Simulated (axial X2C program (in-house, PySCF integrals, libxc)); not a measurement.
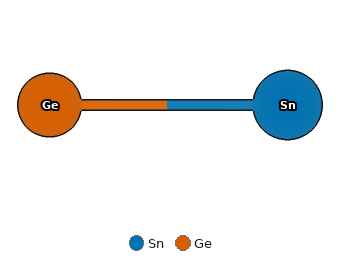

*The molecule at the reference distance of 2.572 Å.*

SnGe⁺: relativistic diatomic calculation

SnGe⁺. The reference is closed-shell SnGe; the roots are the vertical energies to take an electron from it, which leaves states of SnGe⁺. The distance is the PBE0 minimum at charge 0. Computed at this level: EOM-IP-CCSD, two-component X2C with atomic mean-field Coulomb and Gaunt terms, Sn dyall-cv3z, Ge dyall-cv3z (cores contracted) (axial X2C program (in-house, PySCF integrals, libxc)).

**Key numbers**

- outcome: converged
- HF energy of the reference SnGe: −8267.69619 hartree
- MP2 energy of the reference SnGe: −8267.84892 hartree
- CCSD energy of the reference SnGe (with the MP2 share of the virtual spinors left out of the coupled-cluster step): −8267.87751 hartree
- CCSD(T) energy of the reference SnGe: −8267.88821 hartree
- T1 diagnostic (spinor form; for a closed shell √2 times the usual value): 0.025
- hardware: 1 thread of Arm Neoverse V2, 24 GiB of memory available, shared host
- wall time: 4.1 s
- peak memory: 0.55 GiB

**Input**
```
{"zs": [50, 32], "q": 1, "bas": ["dyall-cv3z", "dyall-cv3z"], "r0": 2.61, "eom": "ip", "rq": 0, "thr": -1.0, "nmax": 95, "grid": [1, 0.96, 1.045, 0.92, 1.09, 1.15]}
```

The line is the task of a batch: nuclear charges, charge, bases, a first guess of the distance and further settings. This report covers the levels named above. The log is that of the reference distance 2.572 Å.

Launched within a batch (the task file carries these settings):
```bash
python <driver script> task.json out
```

**The program's output**
```
two-component X2C + atomic mean field  HF
basis functions 237  fitting functions 1265  grid points 5802
iter        total energy     max residual
   1      -8266.943494704     2.74e+00
   2      -8267.689237337     8.40e-02
   3      -8267.695599424     8.99e-03
   4      -8267.696032800     1.03e-02
   5      -8267.696177202     9.86e-04
   6      -8267.696184943     5.56e-04
   7      -8267.696189338     2.68e-04
   8      -8267.696191368     2.79e-04
   9      -8267.696192344     1.06e-04
  10      -8267.696192428     1.92e-05
  11      -8267.696192441     1.60e-05
  12      -8267.696192444     7.41e-06
  13      -8267.696192446     2.23e-06
  14      -8267.696192446     1.36e-06
converged
one-electron -12062.92429991  Coulomb 3712.72840058  exact exchange -242.45237119  xc functional 0.00000000  nuclear repulsion 329.19266620  atomic mean-field constant -4.24058813
correlated 8  virtual 296  natural virtual 94  E(MP2) -0.152726956  MP2 remainder -0.004087446
iter   CCSD correlation   residual
   1     -0.166405308   1.49e-01
   2     -0.175451785   7.44e-02
   3     -0.176632492   3.33e-02
   4     -0.177142381   1.97e-02
   5     -0.177217109   1.05e-02
   6     -0.177194849   4.60e-03
   7     -0.177231510   2.00e-03
   8     -0.177228784   9.22e-04
   9     -0.177225729   4.93e-04
  10     -0.177227682   2.35e-04
  11     -0.177229332   1.04e-04
  12     -0.177230129   4.18e-05
  13     -0.177230356   2.55e-05
  14     -0.177230461   1.66e-05
  15     -0.177230500   9.50e-06
  16     -0.177230510   4.90e-06
(T) -0.010701102128302886  T1 0.0254  D1 0.0356  max T2 0.162
EOM-IP-CCSD roots
2*Omega      energy/Eh   energy/eV  one-particle weight
    1       0.27272982      7.4214      0.932
    1       0.27860209      7.5811      0.957
    1       0.35544353      9.6721      0.024
    1       0.38470975     10.4685      0.000
    3       0.32688166      8.8949      0.000
    3       0.34506873      9.3898      0.000
    3       0.36468685      9.9236      0.000
    5       0.35698075      9.7139      0.000
```

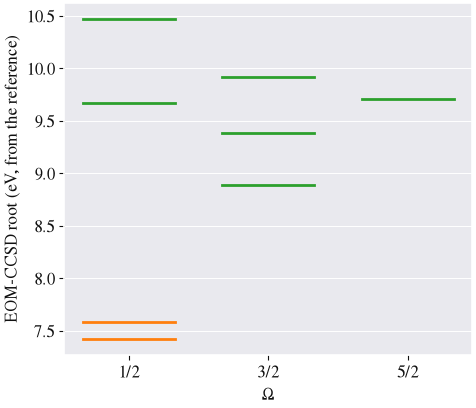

*EOM-CCSD roots by Ω at 2.57 Å; roots whose one-particle weight is under 0.8 have the second colour.*

The lowest has Ω = 1/2 and lies at 7.421 eV, with one-particle weight 0.93. 6 of the 8 roots are less well described at this level.
